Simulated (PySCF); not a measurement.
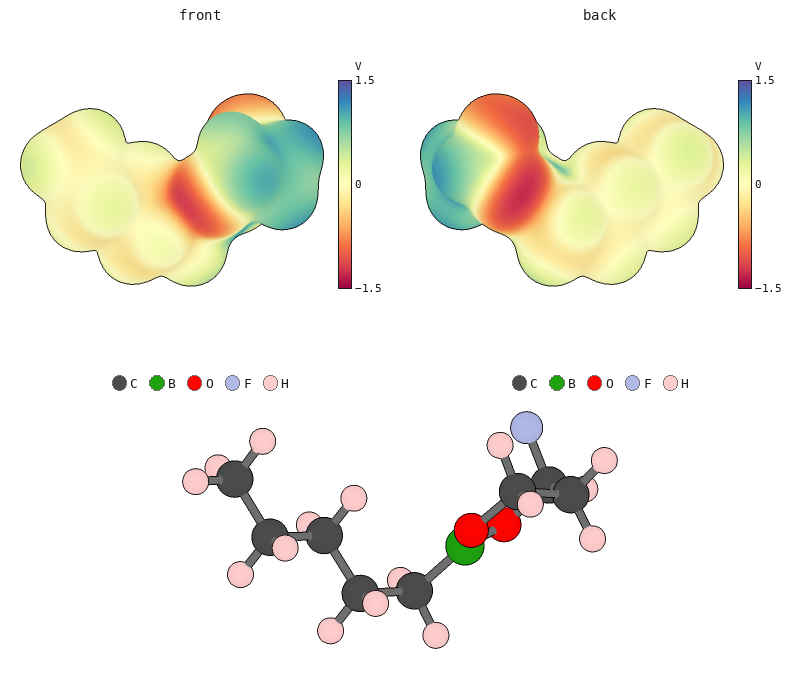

Figure 1: C8H16BFO2 (SMILES CCCCCB1OCC[C@H](F)O1). The molecular electrostatic potential painted on the density surface at 0.002 e/bohr³, seen from the front and from behind; red is negative and blue positive. The bare structure is drawn below in the same view.

Geometry: PBE0-D3(BJ)/def2-SVP.

Level of theory: PySCF, PBE0/pcSseg-1, SCF density, gas phase, non-relativistic.

```tsv
atom	x (Å)	y (Å)	z (Å)
C	-4.0059	0.6940	0.3053
C	-3.1616	-0.4230	-0.2869
C	-1.7741	0.0306	-0.7172
C	-0.9151	-1.0812	-1.3047
C	0.4699	-0.6036	-1.7308
B	1.4088	-0.1439	-0.5597
O	1.2199	-0.6316	0.6961
C	2.0749	-0.2676	1.7586
C	3.4511	0.1092	1.2487
C	3.2964	1.1492	0.1592
F	2.7645	2.2863	0.7195
O	2.4528	0.7162	-0.8437
H	-3.5273	1.1240	1.2001
H	-4.1449	1.5151	-0.4167
H	-5.0050	0.3388	0.6009
H	-3.6846	-0.8638	-1.1545
H	-3.0608	-1.2421	0.4473
H	-1.8694	0.8479	-1.4560
H	-1.2516	0.4695	0.1521
H	-1.4440	-1.5287	-2.1645
H	-0.8115	-1.8861	-0.5568
H	1.0091	-1.4152	-2.2558
H	0.3976	0.2110	-2.4721
H	2.1281	-1.1154	2.4578
H	1.6309	0.5858	2.2979
H	4.0751	0.5096	2.0610
H	3.9656	-0.7697	0.8276
H	4.2565	1.4345	-0.3011
```

Q: Where is the surface potential most negative and most positive?

A: The most negative region (about −1.2 V, or −28 kcal/mol for a unit charge) lies over O12, the most positive (about +1.1 V, or +25 kcal/mol for a unit charge) over H26, H27 and H28. O12 is the likeliest acceptor of a hydrogen bond.

Q: How polar is the molecule by this calculation?

A: Its dipole moment is 2.64 D.
